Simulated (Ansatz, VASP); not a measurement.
# Cross-check of SbAs between VASP and Ansatz, part 2 of 2

Wanted: the spread between two codes on one cell, functional and k mesh. The cell is generated by rule, not measured, and may not be a known phase. The cell is taken from a series of VASP runs on this material, whose earlier steps may have relaxed, scaled or displaced it; both programs get it as it stands. Valence electrons are named where the data sets of a main pair hold unlike numbers.

VASP 6.6.1 and Ansatz 0.2.0.

So far: Set-up; Ansatz: band structure, PBEsol; VASP: band structure, PBEsol; Comparison.

## (5) VASP: band structure, PBEsol, spin-orbit coupling

Level of this step: PBEsol, spin-orbit coupling; plane waves and PAW (As, Sb); invented cell (VASP).

A single point gives forces, pressure and levels at one fixed geometry, so differences don't come from the geometry; what else differs is listed under the comparison.

INCAR reads:

```
SYSTEM = SbAs
PREC = Accurate
ENCUT = 400
EDIFF = 1E-06
NELM = 100
ISMEAR = 0
SIGMA = 0.02
LREAL = .FALSE.
ALGO = Normal
GGA = PS
LNONCOLLINEAR = .TRUE.
MAGMOM = 0 0 0 0 0 0
NBANDS = 22
GGA_COMPAT = .FALSE.
LASPH = .TRUE.
LSORBIT = .TRUE.
LORBIT = 11
LWAVE = .FALSE.
LCHARG = .FALSE.
KPAR = 4
ISIF = 2
```

POSCAR reads:

```
SbAs
1.0
    0.0000000000      3.0137700000      3.0137700000
    3.0137700000      0.0000000000      3.0137700000
    3.0137700000      3.0137700000      0.0000000000
As Sb
1 1
Direct
    0.0000000000      0.0000000000      0.0000000000
    0.2500000000      0.2500000000      0.2500000000
```

KPOINTS reads:

```
Automatic mesh
0
Gamma
8 8 8
0 0 0
```

KPOINTS_OPT reads:

```
Line mode
16
Line-mode
Reciprocal
  0.00000000   0.00000000   0.00000000 GAMMA
  0.50000000   0.00000000   0.50000000 X

  0.50000000   0.00000000   0.50000000 X
  0.50000000   0.25000000   0.75000000 W

  0.50000000   0.25000000   0.75000000 W
  0.37500000   0.37500000   0.75000000 K

  0.37500000   0.37500000   0.75000000 K
  0.00000000   0.00000000   0.00000000 GAMMA

  0.00000000   0.00000000   0.00000000 GAMMA
  0.50000000   0.50000000   0.50000000 L

  0.50000000   0.50000000   0.50000000 L
  0.62500000   0.25000000   0.62500000 U

  0.62500000   0.25000000   0.62500000 U
  0.50000000   0.25000000   0.75000000 W

  0.50000000   0.25000000   0.75000000 W
  0.50000000   0.50000000   0.50000000 L

  0.50000000   0.50000000   0.50000000 L
  0.37500000   0.37500000   0.75000000 K

  0.62500000   0.25000000   0.62500000 U
  0.50000000   0.00000000   0.50000000 X
```

Potentials, in the order of the species: As and Sb (PBE family, release 64).

Started as:

```console
$ mpirun -np 4 vasp_ncl
```

Numbers of over 12 decimals in the logs are rounded to 6 here.

The program printed:

```text
[banner, memory and clock lines left out]
running    4 mpi-ranks, on    1 nodes
[...]
[... a notice as in an earlier step ...]

 LDA part: xc-table for (Slater+PW92), standard interpolation
 POSCAR, INCAR and KPOINTS ok, starting setup
[...]
entering main loop
       N       E                     dE             d eps       ncg     rms          rms(c)
DAV:   1     0.309334780040E+02    0.30933E+02   -0.30637E+03  1892   0.600E+02
DAV:   2    -0.623926276807E+01   -0.37173E+02   -0.35523E+02  2464   0.117E+02
DAV:   3    -0.863947015481E+01   -0.24002E+01   -0.23704E+01  2420   0.298E+01
DAV:   4    -0.866391156141E+01   -0.24441E-01   -0.24435E-01  2104   0.360E+00
[...]
DAV:  10    -0.855783758634E+01    0.84655E-05   -0.12419E-04  2076   0.763E-02    0.165E-02
DAV:  11    -0.855783383213E+01    0.37542E-05   -0.13278E-05  2124   0.211E-02    0.703E-03
DAV:  12    -0.855783393480E+01   -0.10266E-06   -0.18261E-06  2130   0.759E-03
   1 F= -.85578339E+01 E0= -.85576853E+01  d E =-.297185E-03  mag=    -0.0000    -0.0000    -0.0000
 Start KPOINTS_OPT (optional k-point list driver)
k-point batch [1-43\160]
       N       E                     dE             ncg
DAV:   1     0.140975554030E+04   -0.86634E+04     1892
DAV:   2    -0.575458040376E+02   -0.14673E+04     2582
DAV:   3    -0.144702101979E+03   -0.87156E+02     2412
DAV:   4    -0.145563357568E+03   -0.86126E+00     2238
DAV:   5    -0.145575125816E+03   -0.11768E-01     2362
DAV:   6    -0.145575413600E+03   -0.28778E-03     2268
DAV:   7    -0.145575423466E+03   -0.98653E-05     2218
DAV:   8    -0.145575423799E+03   -0.33305E-06     1588
[...]
k-point batch [130-160\160]
       N       E                     dE             ncg
DAV:   1     0.398130531885E+04   -0.77144E+04     1364
DAV:   2     0.291062804950E+04   -0.10707E+04     1784
DAV:   3     0.284633353677E+04   -0.64295E+02     1842
DAV:   4     0.284571216222E+04   -0.62137E+00     1562
DAV:   5     0.284570396364E+04   -0.81986E-02     1772
DAV:   6     0.284570375610E+04   -0.20753E-03     1552
DAV:   7     0.284570374934E+04   -0.67638E-05     1774
DAV:   8     0.284570374913E+04   -0.20495E-06     1188
```

OUTCAR, selected parts (step 5):

```text
  Total        4.3897575      4.3897575      4.3897575      0.0000000     -0.0000000      0.0000000
  in kB      128.4667698    128.4667698    128.4667698      0.0000000     -0.0000000      0.0000000
  external PRESSURE =     128.4667698 kB  Pullay stress =       0.0000000 kB

  FREE ENERGIE OF THE ION-ELECTRON SYSTEM (eV)
  ---------------------------------------------------
  free  energy   TOTEN  =        -8.5578339348 eV

  energy  without entropy=       -8.5575367498  energy(sigma->0) =       -8.55768534

 magnetization (x)
# of ion       s       p       d       tot
------------------------------------------
    1       -0.000  -0.000  -0.000  -0.000
    2       -0.000  -0.000   0.000  -0.000
--------------------------------------------------
tot         -0.000  -0.000   0.000  -0.000

 magnetization (y)
# of ion       s       p       d       tot
------------------------------------------
    1       -0.000   0.000  -0.000   0.000
    2        0.000   0.000   0.000   0.000
--------------------------------------------------
tot         -0.000   0.000  -0.000   0.000

 magnetization (z)
# of ion       s       p       d       tot
------------------------------------------
    1       -0.000   0.000   0.000   0.000
    2       -0.000  -0.000  -0.000  -0.000
--------------------------------------------------
tot         -0.000   0.000  -0.000   0.000

[... 2 parts as in an earlier step ...]

[... 2 further parts left out ...]
[key lines of the parts left out:]
E-fermi :   5.9724
```

The k-mesh is coarse for a metal.

The run ends at a pressure of 12.85 GPa.

## (6) Ansatz: band structure, PBEsol, spin-orbit coupling

The same cell, functional, mesh and smearing now go to Ansatz, which takes its cutoff from its data sets.

The cell is taken from a series of VASP runs on this material, whose earlier steps may have relaxed, scaled or displaced it; both programs get it as it stands.

input.yaml reads:

```yaml
crystal:
  lattice:
    - [0.0, 3.01377, 3.01377]
    - [3.01377, 0.0, 3.01377]
    - [3.01377, 3.01377, 0.0]
  atoms:
    - { symbol: As, position: [0.0, 0.0, 0.0] }
    - { symbol: Sb, position: [0.25, 0.25, 0.25] }
hamiltonian:
  xc: pbesol
  pseudopotentials: { kind: paw_fr }
magnetization:
  noncollinear: true
  spin_orbit: true
kpoints:
  mp_grid: { grid: [8, 8, 8] }
  band_path:
    path:
      - [0.0, 0.0, 0.0]
      - [0.16667, 0.0, 0.16667]
      - [0.33333, 0.0, 0.33333]
      - [0.5, 0.0, 0.5]
      - [0.5, 0.08333, 0.58333]
      - [0.5, 0.18333, 0.68333]
      - [0.5, 0.25, 0.75]
      - [0.45, 0.3, 0.75]
      - [0.40833, 0.34167, 0.75]
      - [0.35, 0.35, 0.7]
      - [0.225, 0.225, 0.45]
      - [0.075, 0.075, 0.15]
      - [0.03333, 0.03333, 0.03333]
      - [0.23333, 0.23333, 0.23333]
      - [0.4, 0.4, 0.4]
      - [0.51667, 0.46667, 0.51667]
      - [0.55833, 0.38333, 0.55833]
      - [0.60833, 0.28333, 0.60833]
      - [0.60833, 0.25, 0.64167]
      - [0.55833, 0.25, 0.69167]
      - [0.51667, 0.25, 0.73333]
      - [0.5, 0.3, 0.7]
      - [0.5, 0.38333, 0.61667]
      - [0.5, 0.48333, 0.51667]
      - [0.475, 0.475, 0.55]
      - [0.425, 0.425, 0.65]
      - [0.38333, 0.38333, 0.73333]
      - [0.59167, 0.18333, 0.59167]
      - [0.55, 0.1, 0.55]
      - [0.5, 0.0, 0.5]
    npoints: 1
scf:
  occupations: { method: gaussian, width: 0.02 }
  n_extra_bands: 14
output:
  forces: true
  stress: true
  eigenvalues: true
```

Started as:

```console
$ ansatz run input.yaml --threads 2 --pin off --max-ram 4608MiB --backend cpu --events-out ev --progress --plain --runs-dir out
```

The program printed:

```text
[...]
non-collinear run that drives no moment, with spin-orbit: no starting moment large enough to seed its density (crystal.atoms[].spin), no starting occupations that ask for one, no magnetisation constraint and no magnetic field, so the semilocal B_xc is pinned to zero
Crystal: 2 atoms, lattice volume = 54.747 Å³
[...]
k-point 1: bands = [... 26 lower, 7.0332, 7.0365, 7.4838, 7.4838, 10.0944, 10.0944, 10.5215, 10.5236, ... 10 higher]
  k-point 2: bands = [... 26 lower, 6.6098, 6.6136, 7.3582, 7.3582, 10.7368, 10.7368, 11.0771, 11.0819, ... 10 higher]
  k-point 28: bands = [... 26 lower, 4.2672, 4.3094, 10.7357, 10.7791, 10.9225, 11.2311, 11.7913, 11.8140, ... 10 higher]
[key lines of the parts left out:]
SCF converged after 7 iterations
Magnetization: |M| = 0.0000 μB,  M = (+0.0000, +0.0000, +0.0000) μB
Free energy (F): -11222.411796 eV
Fermi energy:    9.581431 eV
P = ⅓ Tr σ = 12.4023 GPa (124.023 kbar)
```

Elapsed: 6.1 s, on 2 threads of Intel Xeon 6975P-C (Granite Rapids), shared host; peak memory 0.61 GiB; 12 s of CPU time.

## (7) Differences

What differs besides the data sets and the points named for the pairs above, as far as they apply: spin-orbit coupling enters by fully relativistic files in Ansatz and inside the spheres in VASP; the data sets hold 30 valence electrons in Ansatz (on its fully relativistic PAW (standard-fr) files) and 10 in VASP. Total energies have different zeros and are not compared.

The two programs side by side:

```
      quantity  Ansatz   VASP  difference
pressure (GPa)   12.40  12.85       -0.44
```

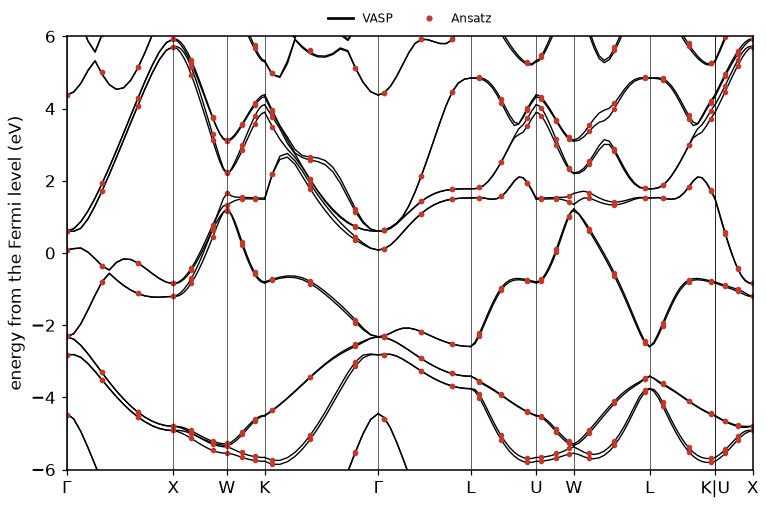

Bands from VASP (lines) and levels from Ansatz (dots). Dots without a line are higher empty bands that the VASP plot leaves out.

Levels from 3 eV below to 2 eV above the Fermi level differ by 7 meV r.m.s. and 22 meV at most; each VASP level is matched to the nearest of Ansatz, which flatters the figure a little.

## (8) Results

```yaml
r_m_s_difference_of_levels_near_the_fermi_level_band_structure_pbesol: 6.5 meV
r_m_s_difference_of_levels_near_the_fermi_level_band_structure_pbesol_spin_orbit_coupling: 7.0 meV
```

What this shows: The r.m.s. difference of levels near the Fermi level is 7.0 meV (band structure, PBEsol, spin-orbit coupling), within the 80 meV picked in this series as the mark of a large difference. The data sets hold unlike numbers of valence electrons (30 in Ansatz and 10 in VASP), so part of the differences comes from the potentials. Such differences can come from data sets, numerical settings and the points named under the comparisons, not from the functional's error against experiment.

[Lines on the potential files, build, host, timing and source positions are cut from VASP's logs without a mark.]

[Logs are printed without paths, hosts, clocks, repeated set-up lines and the standing remarks that a program may print on its own settings, such as how far it seeks lower states.]

[Hosts, paths, dates, database ids (printed as entryN), source tags and the programs' standing remarks are cut or masked in the printed files.]
